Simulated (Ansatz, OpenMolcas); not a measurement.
**A ladder of methods for BH2O (SMILES [BH]O)**

BH2O: 4 atoms, total charge 0, spin state doublet. As SMILES, `[BH]O`. The coordinates come from a PBE0-D4/def2-TZVP relaxation.

Quantity: the vertical energy of the quartet above the doublet, in eV. The values are calculated.

```
            level                    kind     program  value (eV)  CPU time (all runs)
    UBLYP/cc-pVTZ                     GGA  OpenMolcas        7.50              1.7 min
  UM06-2X/cc-pVTZ         hybrid meta-GGA  OpenMolcas        8.03              1.9 min
    UPBE0/cc-pVTZ           global hybrid      Ansatz        7.55                 10 s
U-wB97M-V/cc-pVTZ  range-separated hybrid      Ansatz        7.96                 56 s
   UHSE06/cc-pVTZ  range-separated hybrid      Ansatz        7.54                 11 s
UPBE-QIDH/cc-pVTZ           double hybrid      Ansatz        7.83                 11 s
  RPA@PBE/cc-pVTZ                     RPA      Ansatz        6.98                 20 s
     UMP2/cc-pVTZ     perturbation theory      Ansatz        8.18                4.1 s
       FCI/STO-3G      exact in the basis      Ansatz        7.84               0.54 s
```

The values span 6.98 to 8.18 eV. High-level rows in very small sets aren't better than simpler rows in larger ones. The upper state's dipole differs much between rows, so they may not all be the same state. CPU times are rough (shared hosts, several kinds of processor and program).

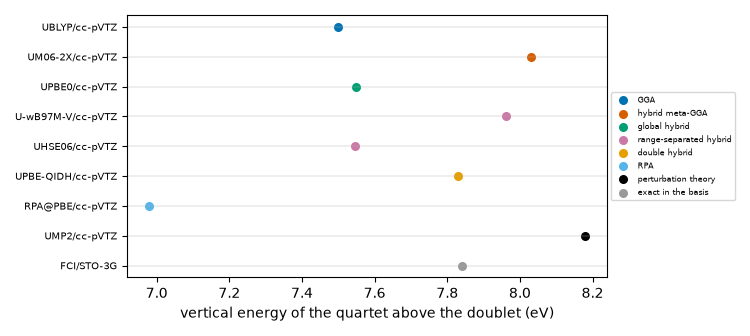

The values of the table, level by level.
